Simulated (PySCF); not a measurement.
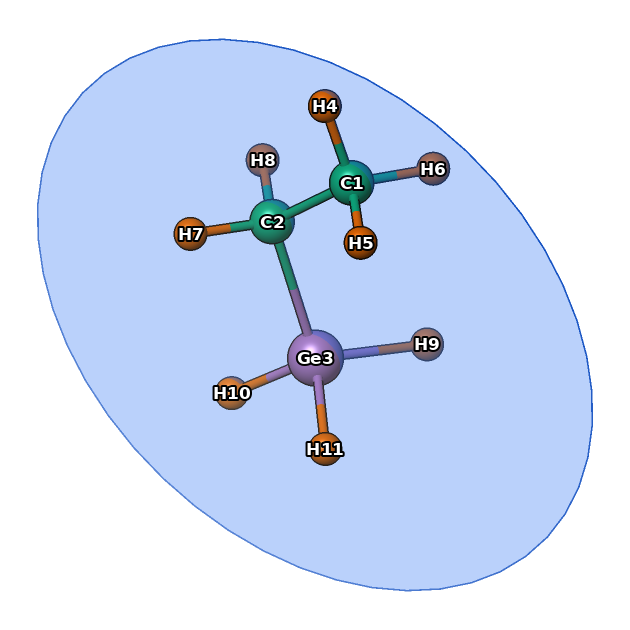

A disc through the centre of mass is drawn in. Distant atoms are faded towards the background colour. The computed structure is the end point of a PBE0-D3(BJ)/def2-SVP optimisation. No frequency run is at hand to confirm it as a minimum.

Q: Is the plane of the disc a mirror plane of the structure?

A: Yes. The reflection leaves C1, C2, Ge3, H4, H10 in place and moves H5 ↔ H6; H7 ↔ H8; H9 ↔ H11. The point group is Cs.
